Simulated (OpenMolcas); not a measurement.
**W⁵⁺ among point charges: CASSCF and CASPT2 levels and susceptibility**

Aim: the splitting of the states of W⁵⁺ in the field of 6 point charges, its lowest levels with spin-orbit coupling and its magnetic susceptibility.

The numbers are computed with OpenMolcas 26.06 (state-averaged CASSCF and CASPT2, spin-orbit coupling by RASSI with atomic mean-field integrals), except any that are marked as measured or tabulated.

### Step 1. The atom as given

| Quantity | Value |
| --- | --- |
| Species | W⁵⁺ (tungsten, Z = 74, 69 electrons) |
| Basis | ANO-RCC-VDZP [7s6p4d2f1g], 68 functions |
| Scalar Hamiltonian | DKH2, point nucleus |
| Inactive shells | 1s 2s 2p 3s 3p 3d 4s 4p 4d 4f 5s 5p |
| Active space | 1 electron in 5 orbitals (5d) |
| Some configurations of this space | 5d |
| Orbitals | optimised for each spin and parity, averaged over all roots |

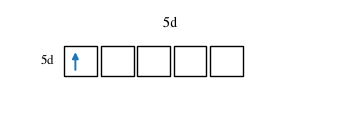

The shells outside the core, filled by Hund's rule for the drawing.

The ion sits among 6 point charges of -1 e arranged as an octahedron (Oh), 1.76 Å from the ion.

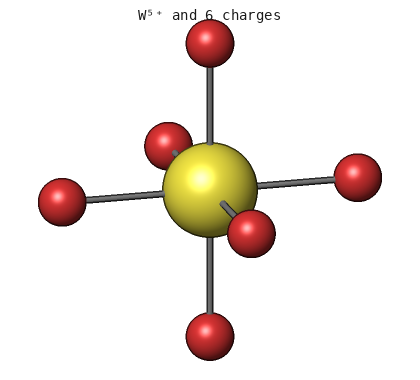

The ion and the point charges (red).

Each step is its own input file, run in one work folder so that later steps find the files of earlier ones. Labels, J, g values, rates, χT and fits are worked out afterwards by a script from the matrices that RASSI stores. The input lists half of the charges; inversion (Group=XYZ) makes the rest.

### Step 2. Basis and integrals

The input, a.inp:

```
&GATEWAY
Coord
1

W 0.0 0.0 0.0
Basis=ANO-RCC-VDZP
Group=XYZ
NoMove
AngMom=0.0 0.0 0.0
AMFI
XField
3 Angstrom 0
1.760000 0.000000 0.000000 -1.000000
0.000000 1.760000 0.000000 -1.000000
0.000000 0.000000 1.760000 -1.000000
&SEWARD
```

Started as:

```console
$ OMP_NUM_THREADS=1 MOLCAS_MEM=1689 MOLCAS_PROJECT=a pymolcas a.inp > a.log
```

### Step 3. Reference wave functions, doublets of even parity, 5 roots

The input, a.inp:

```
&RASSCF
FileOrb=start.orb
Symmetry=1
Spin=2
nActEl=1 0 0
Inactive=15 19
Ras2=5 0
CIRoot=5 5 1
SDav=5
CIMx=300
Iter=120 100
PrWF=0.3
OrbListing=Nothing
MaxOrb=0
>>> COPY $Project.JobIph JOB001
```

start.orb holds the contracted functions of the basis, ordered by shell, or the orbitals of the step before.

### Step 4. State interaction with spin-orbit coupling

The input, a.inp:

```
&RASSI
NrOfJobIphs=1 5
1 2 3 4 5
IphNames
JOB001
EJob
SpinOrbit
DIPRint=1.0
SOCoupling=1000.0
Subsets=2
Property=9
'ANGMOM' 1 'ANGMOM' 2 'ANGMOM' 3 'MLTPL  1' 1 'MLTPL  1' 2 'MLTPL  1' 3
'AMFI' 1 'AMFI' 2 'AMFI' 3
SOProperty=3
'ANGMOM' 1 'ANGMOM' 2 'ANGMOM' 3
```

### Step 5. CASPT2: IPEA 0.25, imaginary shift 0.1 (closed shells correlated: 4f 5s 5p)

The input, a.inp:

```
>>> COPY JOB001 $Project.JobIph
&CASPT2
Multistate=5 1 2 3 4 5
NoMult
Frozen=14 9
IPEA=0.25
Imaginary=0.1
MaxIter=60
WThr=0.0 0.3 0.05
PrWF=0.5
NoMix
```

(Steps that only read results are left out.)

**Question.** What will these runs give? Wanted: spin-free ground state; first state of the same spin within the active space; lowest level; next level.

The runs gave:

```
                                            quantity                                                                           value
                                              method  SS-CASPT2, IPEA 0.25, imaginary shift 0.1 (closed shells correlated: 4f 5s 5p)
                              spin-free ground state                                                 2T2, 3-fold in its orbital part
first state of the same spin within the active space                                                                2E at 12000 cm⁻¹
                                        lowest level                                                                       4-fold Γ8
                                          next level                                                                     7238.0 cm⁻¹
                                         χT at 300 K                                                                  0.15 cm³ K/mol
                           effective moment at 300 K                                                                         1.10 μB
```

Cost by method:

| method | time of its own steps | time with the reference |
| --- | --- | --- |
| A. CASSCF | 1.8 s | 1.8 s |
| B. SS-CASPT2, IPEA 0.25, imaginary shift 0.1, +4f 5s 5p | 0.87 s | 2.7 s |

Times are of one thread on a shared host.

What this shows: The spin-free ground state (2T2) comes to 100 % from free-ion D terms and keeps the highest spin of the shell. χT at 300 K is 0.15, against 0.38 cm³ K/mol for the spin alone, so orbital moment lowers it. A ligand-field fit to the states below 45000 cm-1 gives 10Dq = 11955 cm-1, the gap between the two states. CASPT2 does not keep the components of a term degenerate, and the means are used. The field of point charges can differ much from that of real complexes. This is an electrostatic model: the charges have no orbitals.
